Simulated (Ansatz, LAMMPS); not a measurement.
# Molecular dynamics of amorphous Hg32S25Se7 (64 atoms)

Wanted: a short trajectory of amorphous Hg32S25Se7 (64 atoms) with its pair distributions.

Main program and level: Ansatz 0.2.0; Kohn-Sham DFT, PBE, PAW (set soft_2, large core), plane waves.

### Step 1. The structure

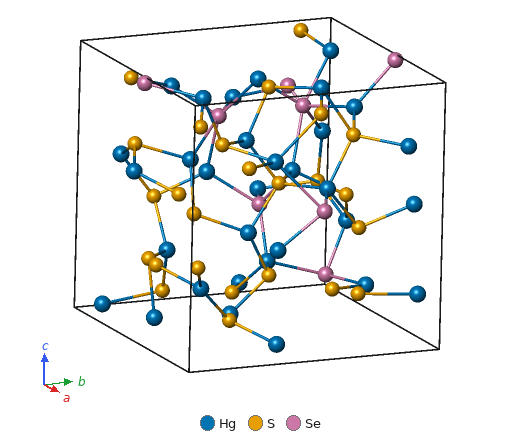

Start, viewed slightly off an axis; mercury blue, sulfur orange, selenium pink. Some periodic images of atoms are drawn too.

The cell holds 64 atoms: 32 Hg, 25 S and 7 Se. Its edges and angles: a = 12.097 Å, b = 12.097 Å, c = 12.097 Å, α = 90.0°, β = 90.0°, γ = 90.0°. 64 atoms (32 Hg, 25 S, 7 Se) placed at random at 7.29 g/cm³, melted at 2500 K for 10 ps at fixed volume with the Stillinger-Weber II-VI potential (Zhou et al., Phys. Rev. B 88, 085309 (2013)). Quenched from 2500 K to 300 K at 5 K/ps and fixed volume, held 5 ps.

Before any run, some limits are plain. The quench rate of 5 K/ps is many orders above laboratory rates, so the cell is likely richer in defects and strain than a real sample. The starting topology of bonds comes from the classical model, and needn't be the one that DFT or experiment would give. Sampling is at Γ alone, for a cell whose shortest periodic width is 12 Å. Spin–orbit coupling is left out, which matters for the levels of the heavy elements.

### Step 2. Dynamics started at 300 K

A Langevin thermostat couples each atom to a heat bath, at the price of damped dynamics. The time step is 2.0 fs.

The input, input.yaml:

```yaml
crystal:
  lattice:
    - [12.0967, 0.0, 0.0]
    - [0.0, 12.0967, 0.0]
    - [0.0, 0.0, 12.0967]
  atoms:
    - { symbol: Hg, position: [0.79257, 0.98205, 0.49535] }
    - { symbol: Hg, position: [0.7767, 0.14351, 0.24672] }
    - { symbol: Hg, position: [0.57102, 0.42399, 0.38244] }
    - { symbol: Hg, position: [0.15611, 0.4446, 0.50855] }
    [... 54 atom lines left out ...]
    - { symbol: Se, position: [0.93759, 0.55713, 0.54015] }
    - { symbol: Se, position: [0.25362, 0.61332, 0.39583] }
    - { symbol: Se, position: [0.56532, 0.99826, 0.97882] }
    - { symbol: Se, position: [0.05168, 0.80995, 0.77378] }
    - { symbol: Se, position: [0.33707, 0.73973, 0.77494] }
    - { symbol: Se, position: [0.38445, 0.82419, 0.14588] }
kpoints:
  mp_grid: { grid: [1, 1, 1] }
hamiltonian:
  xc: pbe
  pseudopotentials: { kind: paw, core: large }
scf:
  occupations: { method: fermi_dirac, width: 0.025 }
output:
  forces: true
md:
  timestep: 2.0
  n_steps: 83
  ensemble: nvt_langevin
  temperature: 300
  initial_velocities: maxwell_boltzmann
  seed: 3492
```

Command:

```sh
$ ansatz run input.yaml --threads 4 --pin off --max-ram 8192MiB --backend cpu --events-out ev --progress --plain --runs-dir out
```

Wall time 14 min (4 threads of Intel Xeon Platinum 8488C (Sapphire Rapids), shared host); peak memory 2.2 GiB; 50 min of CPU time.

The program notes that potentials were chosen by core size and it switched symmetry off.

The trajectory, sampled:

| time (fs) | T (K) | potential (meV/atom) |
| --- | --- | --- |
| 0.0 | 295 | 0.0 |
| 12.0 | 318 | -3.3 |
| 22.0 | 364 | -11.3 |
| 34.0 | 440 | -21.1 |
| 44.0 | 459 | -27.1 |
| 56.0 | 498 | -33.1 |
| 66.0 | 538 | -39.9 |
| 78.0 | 575 | -48.7 |
| 88.0 | 583 | -55.3 |
| 100.0 | 530 | -53.6 |
| 110.0 | 514 | -58.6 |
| 122.0 | 512 | -61.0 |
| 132.0 | 487 | -59.9 |
| 144.0 | 442 | -61.2 |
| 154.0 | 461 | -66.6 |
| 166.0 | 445 | -72.6 |

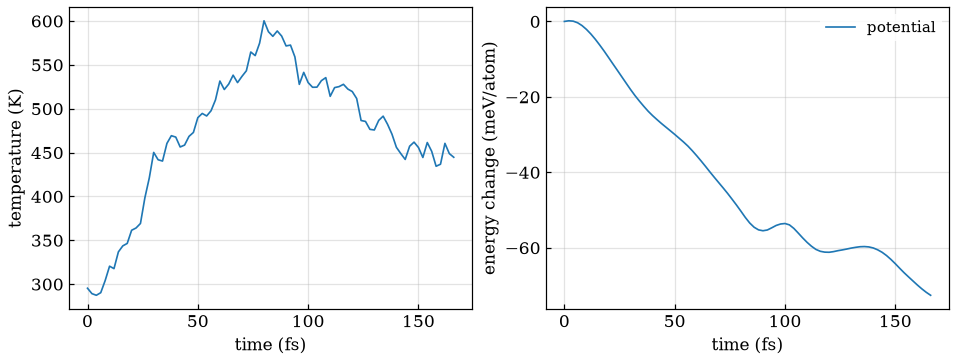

Temperature and energies against time.

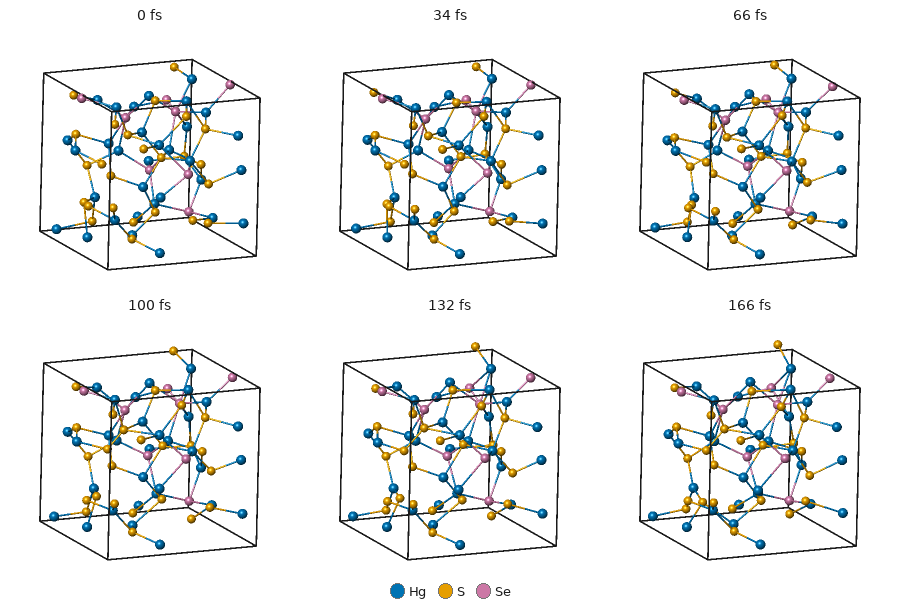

6 frames of the run.

Mean square displacement from the first frame to the last: Hg 0.075 Å², S 0.31 Å², Se 0.17 Å².

Mean square displacement against time lag:

| time lag (fs) | Hg (Å²) | S (Å²) | Se (Å²) |
| --- | --- | --- | --- |
| 2.0 | 2.0e-5 | 1.7e-4 | 6.8e-5 |
| 4.0 | 7.8e-5 | 6.8e-4 | 2.7e-4 |
| 12.0 | 7.0e-4 | 0.00606 | 0.00243 |
| 14.0 | 9.4e-4 | 0.00820 | 0.00330 |
| 22.0 | 0.00229 | 0.0196 | 0.00805 |
| 24.0 | 0.00272 | 0.0230 | 0.00954 |
| 28.0 | 0.00367 | 0.0306 | 0.0129 |
| 36.0 | 0.00594 | 0.0479 | 0.0208 |
| 38.0 | 0.00659 | 0.0526 | 0.0231 |
| 46.0 | 0.00945 | 0.0722 | 0.0328 |
| 48.0 | 0.0102 | 0.0772 | 0.0354 |
| 56.0 | 0.0136 | 0.0978 | 0.0463 |
| 60.0 | 0.0154 | 0.108 | 0.0519 |
| 62.0 | 0.0163 | 0.113 | 0.0548 |
| 70.0 | 0.0203 | 0.133 | 0.0660 |
| 72.0 | 0.0213 | 0.138 | 0.0688 |
| 80.0 | 0.0257 | 0.157 | 0.0795 |
| 84.0 | 0.0279 | 0.167 | 0.0847 |

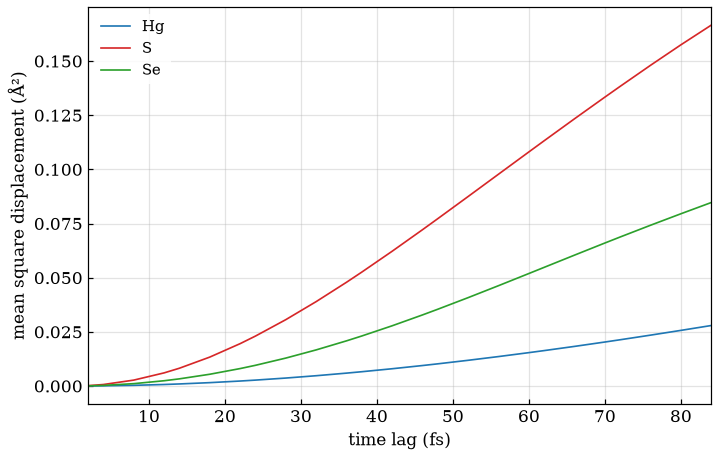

Mean square displacement against time lag.

Over the second half of 166 fs the temperature averages 499 K, falling from about 558 to 450 K (means over the first and last quarter of that half). From first frame to last S has the largest mean square displacement, 0.31 Å² at the end; the farthest move is 1.56 Å. The mean temperature of 499 K lies well off the 300 K of the input, so the thermostat hasn't yet brought the run to equilibrium. The run spans 0.17 ps, too short for its means to be equilibrium values.

### Step 3. Structure statistics late in the run

The g(r) is a mean over the second half; what follows it is taken at the last frame.

Density 7.29 g/cm³, 27.66 Å³ an atom.

Mean of 15 frames. Pair distribution functions g(r), in bins of 0.2 Å:

| r (Å) | total | Hg-Hg | Hg-S | Hg-Se | S-S | S-Se | Se-Se |
| --- | --- | --- | --- | --- | --- | --- | --- |
| 1.80 | 0.01 | 0.00 | 0.00 | 0.00 | 0.09 | 0.00 | 0.00 |
| 2.00 | 0.03 | 0.00 | 0.00 | 0.00 | 0.19 | 0.00 | 0.00 |
| 2.20 | 0.13 | 0.00 | 0.23 | 0.00 | 0.24 | 0.00 | 0.00 |
| 2.40 | 1.51 | 0.00 | 3.62 | 0.67 | 0.15 | 0.00 | 0.00 |
| 2.60 | 2.38 | 0.00 | 4.35 | 5.59 | 0.43 | 0.00 | 0.00 |
| 2.80 | 1.17 | 0.00 | 1.62 | 3.70 | 0.79 | 0.10 | 0.00 |
| 3.00 | 0.58 | 0.38 | 0.53 | 1.66 | 0.56 | 0.12 | 0.00 |
| 3.20 | 0.41 | 0.31 | 0.28 | 0.88 | 0.78 | 0.13 | 0.00 |
| 3.40 | 0.38 | 0.57 | 0.29 | 0.44 | 0.47 | 0.07 | 0.00 |
| 3.60 | 0.48 | 1.16 | 0.21 | 0.03 | 0.53 | 0.20 | 0.89 |
| 3.80 | 1.06 | 1.74 | 0.60 | 0.57 | 1.33 | 1.05 | 2.52 |
| 4.00 | 1.44 | 2.43 | 0.94 | 0.61 | 1.71 | 1.23 | 2.01 |
| 4.20 | 1.62 | 2.44 | 0.76 | 0.62 | 2.24 | 3.23 | 2.29 |
| 4.40 | 1.59 | 1.45 | 1.38 | 0.66 | 2.21 | 2.80 | 3.66 |
| 4.60 | 1.48 | 1.58 | 1.37 | 1.24 | 1.30 | 2.01 | 3.37 |
| 4.80 | 0.94 | 0.57 | 1.12 | 1.01 | 0.97 | 0.89 | 2.35 |
| 5.00 | 0.83 | 0.64 | 1.07 | 0.70 | 0.63 | 0.91 | 0.46 |
| 5.20 | 0.83 | 0.49 | 1.07 | 1.12 | 0.73 | 0.59 | 0.64 |
| 5.40 | 0.75 | 0.75 | 0.87 | 0.96 | 0.64 | 0.20 | 0.00 |
| 5.60 | 0.86 | 0.93 | 1.06 | 1.01 | 0.55 | 0.11 | 1.16 |
| 5.80 | 0.81 | 0.82 | 0.82 | 1.04 | 0.85 | 0.39 | 0.63 |

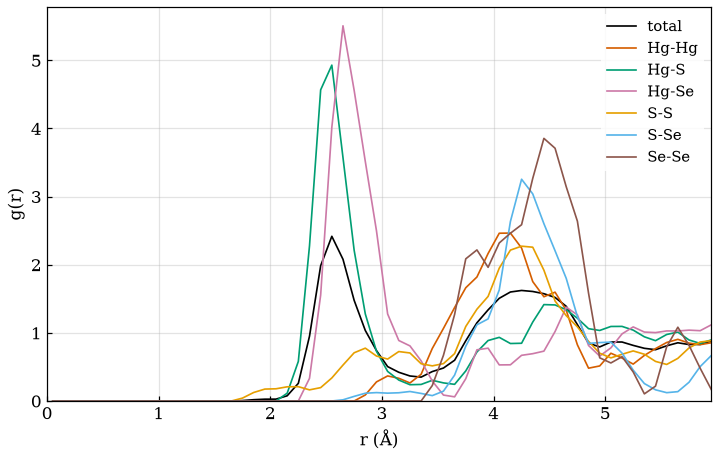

Pair distribution functions, lightly smoothed.

Bonds by pair of elements; cutoffs follow the first minimum of g(r), held within bounds set by covalent radii, and pairs that aren't listed don't count as bonded:

| pair A-B | cutoff (Å) | bonds | mean length (Å) | spread (Å) | shortest (Å) | B about A | A about B |
| --- | --- | --- | --- | --- | --- | --- | --- |
| Hg-S | 3.15 | 78 | 2.59 | 0.156 | 2.26 | 2.44 | 3.12 |
| Hg-Se | 3.35 | 30 | 2.80 | 0.218 | 2.42 | 0.938 | 4.29 |
| S-S | 2.37 | 1 | 2.08 | 0 | 2.08 | 0.08 | 0.08 |

The cutoff for Hg-Se falls short of the minimum of g(r), so counts run low and odd coordinations can be artefacts.

How many atoms have how many bonded neighbours:

| element | mean | 2 | 3 | 4 | 5 |
| --- | --- | --- | --- | --- | --- |
| Hg | 3.38 | 1 | 19 | 11 | 1 |
| S | 3.2 | 5 | 11 | 8 | 1 |
| Se | 4.29 | 0 | 0 | 5 | 2 |

Bond angles, per cent of each kind in bins of 5°:

| angle (°) | Hg-S-Hg | S-Hg-S | S-Hg-Se | Hg-Se-Hg | Se-Hg-Se |
| --- | --- | --- | --- | --- | --- |
| 65–70 | 0.0 | 0.0 | 0.0 | 2.0 | 0.0 |
| 70–75 | 2.2 | 0.0 | 1.8 | 0.0 | 8.3 |
| 75–80 | 3.3 | 1.5 | 0.0 | 2.0 | 16.7 |
| 80–85 | 3.3 | 1.5 | 3.6 | 8.0 | 0.0 |
| 85–90 | 5.5 | 3.0 | 9.1 | 8.0 | 0.0 |
| 90–95 | 9.9 | 6.0 | 9.1 | 8.0 | 16.7 |
| 95–100 | 13.2 | 10.4 | 5.5 | 12.0 | 0.0 |
| 100–105 | 15.4 | 11.9 | 7.3 | 18.0 | 8.3 |
| 105–110 | 8.8 | 9.0 | 16.4 | 6.0 | 0.0 |
| 110–115 | 12.1 | 17.9 | 16.4 | 8.0 | 16.7 |
| 115–120 | 7.7 | 10.4 | 10.9 | 4.0 | 0.0 |
| 120–125 | 4.4 | 7.5 | 1.8 | 4.0 | 8.3 |
| 125–130 | 5.5 | 4.5 | 3.6 | 6.0 | 8.3 |
| 130–135 | 2.2 | 3.0 | 5.5 | 4.0 | 8.3 |
| 135–140 | 1.1 | 0.0 | 0.0 | 0.0 | 0.0 |
| 140–145 | 0.0 | 4.5 | 5.5 | 2.0 | 0.0 |
| 145–150 | 2.2 | 6.0 | 3.6 | 2.0 | 0.0 |
| 150–155 | 2.2 | 0.0 | 0.0 | 0.0 | 8.3 |
| 155–160 | 1.1 | 3.0 | 0.0 | 0.0 | 0.0 |
| 160–165 | 0.0 | 0.0 | 0.0 | 4.0 | 0.0 |
| 165–170 | 0.0 | 0.0 | 0.0 | 2.0 | 0.0 |

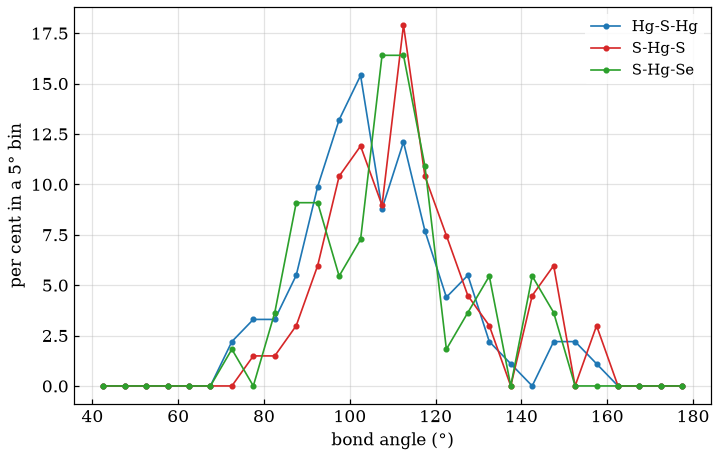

Distributions of the most common bond angles.

Bond angles (no mean is given where the spread exceeds 20°):

| angle | count | mean (°) | spread (°) |
| --- | --- | --- | --- |
| Hg-S-Hg | 91 | 106 | 17.8 |
| S-Hg-S | 67 | 114 | 17.5 |
| S-Hg-Se | 55 | 110 | 17.1 |
| Hg-Se-Hg | 50 | - | - |
| Se-Hg-Se | 12 | - | - |

Bond length by coordination (bonds to H left out):

| element | coordination | atoms | mean bond length (Å) |
| --- | --- | --- | --- |
| Hg | 2 | 1 | 3.03 |
| Hg | 3 | 19 | 2.61 |
| Hg | 4 | 11 | 2.67 |
| Hg | 5 | 1 | 2.81 |
| S | 2 | 5 | 2.52 |
| S | 3 | 11 | 2.56 |
| S | 4 | 8 | 2.60 |
| S | 5 | 1 | 2.77 |
| Se | 4 | 5 | 2.77 |
| Se | 5 | 2 | 2.87 |

Rings of the network by King's shortest-path rule, up to 12 atoms, one path for each pair of neighbours; H, halogens, alkali and alkaline-earth atoms are left out, and the last column divides by all other atoms, bonded or not:

| ring size (atoms) | rings | per network atom |
| --- | --- | --- |
| 4 | 3 | 0.047 |
| 6 | 37 | 0.578 |
| 8 | 42 | 0.656 |
| 9 | 5 | 0.078 |
| 10 | 15 | 0.234 |
| 11 | 1 | 0.016 |

The Hg-S-Hg angle averages 106° with a spread of 18°. Rings of 8 atoms are the most common (41 % of those counted); sizes run from 4 to 11.

### Step 4. Single point at the last frame

The last frame is solved again with fuller output, to read the electronic structure of a thermally displaced geometry.

The input, input.yaml:

```yaml
crystal:
  lattice:
    - [12.0967, 0.0, 0.0]
    - [0.0, 12.0967, 0.0]
    - [0.0, 0.0, 12.0967]
  atoms:
    - { symbol: Hg, position: [0.80193, 0.98304, 0.49702] }
    - { symbol: Hg, position: [0.76148, 0.13666, 0.24415] }
    - { symbol: Hg, position: [0.56805, 0.42811, 0.37851] }
    - { symbol: Hg, position: [0.16544, 0.41211, 0.5109] }
    [... 54 atom lines left out ...]
    - { symbol: Se, position: [0.92365, 0.54104, 0.57561] }
    - { symbol: Se, position: [0.24281, 0.60231, 0.4143] }
    - { symbol: Se, position: [0.55051, 0.00387, 0.95162] }
    - { symbol: Se, position: [0.08184, 0.82776, 0.79184] }
    - { symbol: Se, position: [0.3603, 0.74333, 0.76094] }
    - { symbol: Se, position: [0.37747, 0.83049, 0.15117] }
kpoints:
  mp_grid: { grid: [1, 1, 1] }
hamiltonian:
  xc: pbe
  pseudopotentials: { kind: paw, core: large }
scf:
  occupations: { method: fermi_dirac, width: 0.025 }
output:
  forces: true
  stress: true
  populations: intrinsic
  dos:
    method: { smearing: { sigma: 0.08 } }
    de: 0.1
    projected: { site_lists: { Hg: [Hg], S: [S], Se: [Se] } }
  eigenvalues: true
  write_density: true
  write_potential: true
  volumetric_format: npy
  elf: true
```

Run time: 26 s. Hardware: 4 threads; peak memory 2.1 GiB; 92 s of CPU time.

The run gave:

```yaml
free_energy: -392875.3408 eV
free_energy_per_atom: -6138.6772 eV/atom
scf_cycles: 15
pressure: 1.516 GPa
r_m_s_force_component: 0.3882 eV/Å
longest_force: 1.706 eV/Å
fermi_energy: 6.297 eV
levels_partly_filled_by_over_2_per_cent: 2
```

Length of the force by element:

| element | coordination | atoms | mean length of the force (eV/Å) | spread | least | most |
| --- | --- | --- | --- | --- | --- | --- |
| Hg | all | 32 | 0.568 | 0.279 | 0.224 | 1.71 |
| S | all | 25 | 0.646 | 0.323 | 0.141 | 1.66 |
| Se | all | 7 | 0.586 | 0.305 | 0.280 | 1.26 |

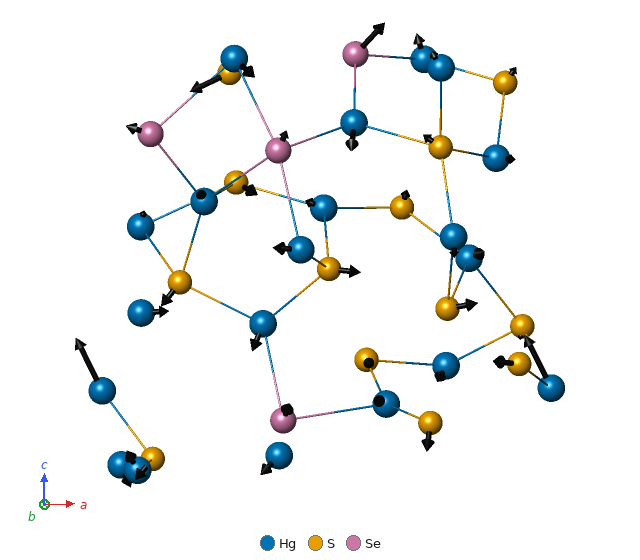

Forces as arrows; the longest in the cell is 1.71 eV/Å. Drawn is a slice 7 Å thick, seen along the normal of the ac plane. Bonds to atoms that aren't drawn are left out.

Intrinsic-atomic-orbital charges by element:

| element | coordination | atoms | mean charge (e) | spread | least | most |
| --- | --- | --- | --- | --- | --- | --- |
| Hg | all | 32 | 0.916 | 0.161 | 0.181 | 1.06 |
| S | all | 25 | -0.893 | 0.194 | -1.12 | -0.480 |
| Se | all | 7 | -0.998 | 0.0554 | -1.07 | -0.883 |

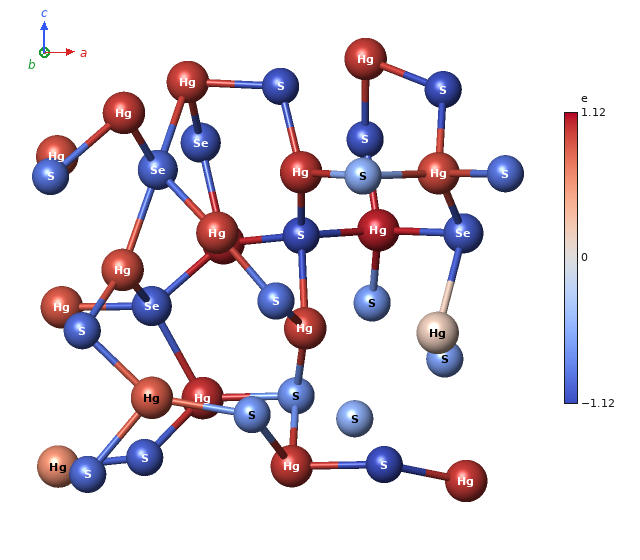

Atoms coloured by intrinsic-atomic-orbital charge. Drawn is a slice 8 Å thick, seen along the normal of the ac plane. Bonds to atoms that aren't drawn are left out.

States in the cell by windows of 1 eV, zero at the Fermi level; the larger projections on atomic orbitals stand beside the total:

| from (eV) | to (eV) | total | Hg d | S p | Hg s | Se p | S s |
| --- | --- | --- | --- | --- | --- | --- | --- |
| -14 | -13 | 21.2 | 1.2 | 0.2 | 2.1 | 0.0 | 12.0 |
| -13 | -12 | 34.2 | 2.3 | 0.5 | 1.8 | 0.0 | 22.8 |
| -12 | -11 | 4.6 | 0.3 | 0.3 | 0.2 | 0.0 | 3.8 |
| -11 | -9 | 0.0 | 0.0 | 0.0 | 0.0 | 0.0 | 0.0 |
| -9 | -8 | 1.7 | 1.2 | 0.4 | 0.1 | 0.0 | 0.0 |
| -8 | -7 | 101.6 | 85.8 | 10.4 | 2.1 | 2.4 | 0.6 |
| -7 | -6 | 204.1 | 192.0 | 5.6 | 2.3 | 1.7 | 1.7 |
| -6 | -5 | 29.0 | 16.4 | 5.1 | 5.3 | 1.4 | 0.5 |
| -5 | -4 | 34.2 | 6.4 | 11.7 | 11.0 | 3.3 | 1.2 |
| -4 | -3 | 31.2 | 3.3 | 17.4 | 4.9 | 3.8 | 0.9 |
| -3 | -2 | 38.9 | 3.3 | 24.8 | 1.9 | 7.0 | 0.5 |
| -2 | -1 | 50.6 | 4.3 | 31.6 | 2.0 | 10.4 | 0.4 |
| -1 | 0 | 19.9 | 1.1 | 11.7 | 1.8 | 4.1 | 0.3 |
| 0 | 1 | 15.9 | 0.4 | 7.3 | 4.7 | 1.4 | 0.5 |
| 1 | 2 | 27.4 | 0.6 | 9.0 | 10.7 | 2.6 | 0.6 |
| 2 | 3 | 23.8 | 0.3 | 6.6 | 7.9 | 1.9 | 0.3 |
| 3 | 4 | 23.7 | 0.1 | 1.9 | 1.7 | 0.4 | 0.1 |

The curve was stored every 0.10 eV, coarse against its broadening of 0.08 eV, so these counts are rough.

Between -16 and -14 eV lie 4 more states.

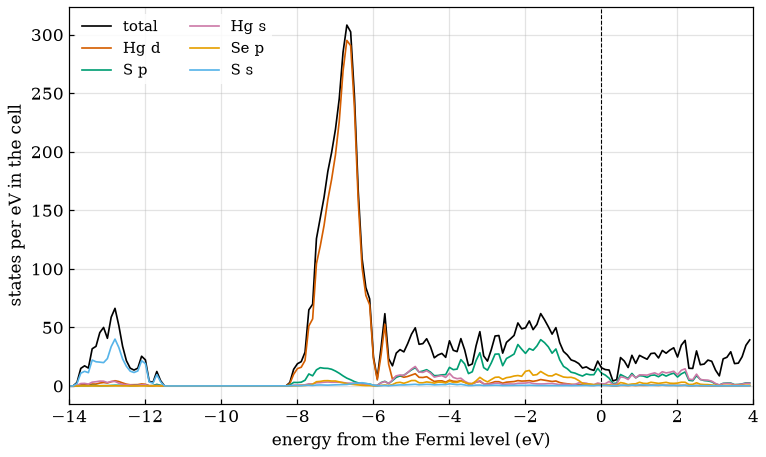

Total and projected density of states, with the broadening of the input.

The levels nearest the highest filled one (over half full), pooled over k-points and spins:

| level less the highest filled one (eV) | occupation |
| --- | --- |
| -0.594 | 2 |
| -0.494 | 2 |
| -0.363 | 2 |
| -0.242 | 2 |
| -0.0769 | 1.99 |
| 0 | 1.87 |
| 0.133 | 0.134 |
| 0.277 | 0 |
| 0.568 | 0 |
| 0.607 | 0 |
| 0.713 | 0 |
| 0.870 | 0 |

Mean intrinsic-atomic-orbital charges: Hg +0.92, S -0.89, Se -1.00 e. Within 0.4 eV of the Fermi level the largest share is S p (69 % of the projected weight).

### Step 5. Summary of results

```
mean temperature, second half  : 499.5 K
temperature swing, second half : 44.73 K
free energy per atom           : -6138.6772 eV/atom
pressure                       : 1.516 GPa
r.m.s. force component         : 0.3882 eV/Å
wall time of the 2 DFT runs    : 14 min
```

**Reading.** Over the second half of 166 fs the temperature averages 499 K, falling from about 558 to 450 K (means over the first and last quarter of that half). The mean temperature of 499 K lies well off the 300 K of the input, so the thermostat hasn't yet brought the run to equilibrium. The run spans 0.17 ps, too short for its means to be equilibrium values. Counting bands leaves a spacing of only 0.13 eV (at Γ alone), which the smearing bridges: 2 levels are partly filled by over 2 %, so a gap, if any, is small at this level.

What to keep in mind: The pressure of 1.5 GPa is that of one thermal frame at a volume set beforehand, without the kinetic term.

[Logs are printed without paths, hosts, clocks, repeated set-up lines and the standing remarks that a program may print on its own settings, such as how far it seeks lower states.]

[Hosts, paths, dates, database ids (printed as entryN), source tags and the programs' standing remarks are cut or masked in the printed files.]
